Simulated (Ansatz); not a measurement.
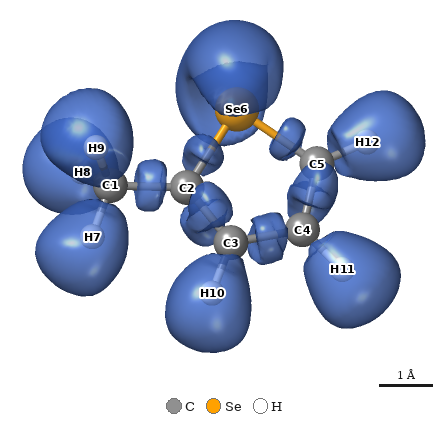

C5H6Se. Isosurface of the ELF at 0.75 (blue), seen at a tilt. Only the valence region is drawn (cores and ρ < 0.01 e/Å³ removed).

Geometry: PBE0-D4/def2-TZVP.

Theory: Ansatz, RKS PBE0-D4/def2-TZVPP.

Input

```
crystal:
  periodic: [false, false, false]
  atoms:
    - {symbol: C, position_ang: [-0.420679, -0.723351, 1.849715]}
    - {symbol: C, position_ang: [-0.207178, -0.086133, 0.522519]}
    - {symbol: C, position_ang: [0.618752, -0.495336, -0.475525]}
    - {symbol: C, position_ang: [0.624083, 0.311959, -1.648337]}
    - {symbol: C, position_ang: [-0.202288, 1.384766, -1.604915]}
    - {symbol: Se, position_ang: [-1.105942, 1.468456, 0.011379]}
    - {symbol: H, position_ang: [0.204003, -1.614586, 1.935857]}
    - {symbol: H, position_ang: [-1.460922, -1.027845, 1.993077]}
    - {symbol: H, position_ang: [-0.160405, -0.050717, 2.671404]}
    - {symbol: H, position_ang: [1.232225, -1.383877, -0.375029]}
    - {symbol: H, position_ang: [1.240620, 0.087529, -2.510389]}
    - {symbol: H, position_ang: [-0.362250, 2.129145, -2.369776]}
basis:
  gaussian: {orbitals: def2-TZVPP}
hamiltonian: {xc: pbe0, dispersion: d4}
output: {orbitals: {seedname: orbitals}}
```

Run with:

```sh
ansatz run in.yaml --threads 2 --pin off --events-out ev --progress --plain --max-ram 32768MiB --backend cuda --devices 0, --max-vram 18GiB
```

Q: Identify the bonds, lone pairs and shells in this picture.

A: At this value the surface marks out four regions between bonded C–C atoms (shared pairs), two regions between bonded C–Se atoms (shared pairs), six regions around hydrogen nuclei and one lobe on Se, pointing away from the bonds (lone pairs, which may merge into one lobe).

Values along the shortest contacts:
C–C (1.35 Å): the ELF peaks at about 0.95 between the atoms: localised, covalent bonding. C–Se (1.85 Å): the ELF peaks at about 0.90 between the atoms, as expected for a covalent bond.
